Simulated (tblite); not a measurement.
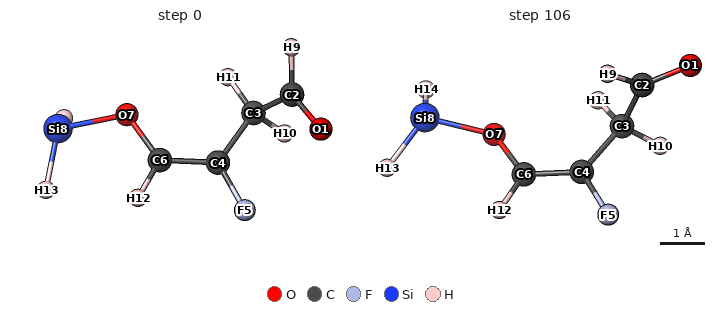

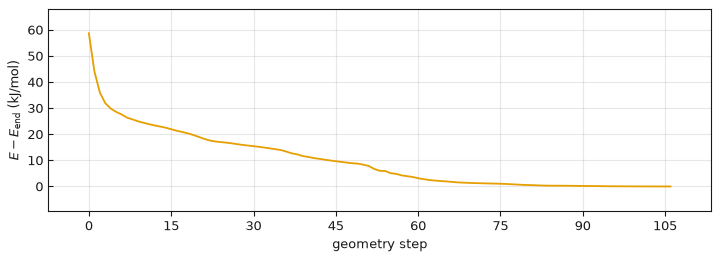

First and last geometry of a relaxation of C₄H₆FO₂Si (multiplicity 2), with the history of the run. Style: ball-and-stick. Shown at a tilt.

These are results of GFN2-xTB geometry optimisation, gas phase in tblite 0.8.0, not measurements. 

**Read the history and describe the run.**

It converged. O1 moves most after the best rigid fit: 1.59 Å. By element the largest moves are O 1.59 Å, H 1.25 Å, C 0.38 Å, Si 0.34 Å, F 0.26 Å. Near-neighbour distances that change, for instance: O7–Si8 1.757 → 1.639 Å, Si8–H14 1.494 → 1.447 Å, C3–H10 1.140 → 1.092 Å, C6–O7 1.362 → 1.335 Å. Bond angles that change, for instance: C6–O7–Si8 119.5° → 134.6°, H13–Si8–H14 107.5° → 119.7°, C4–C3–H11 114.9° → 107.9°. Groups turn about C2–C3 by about 85°, C6–O7 by about 45°, O7–Si8 by about 40°. The energy falls by 58.7 kJ/mol in 106 geometry steps.
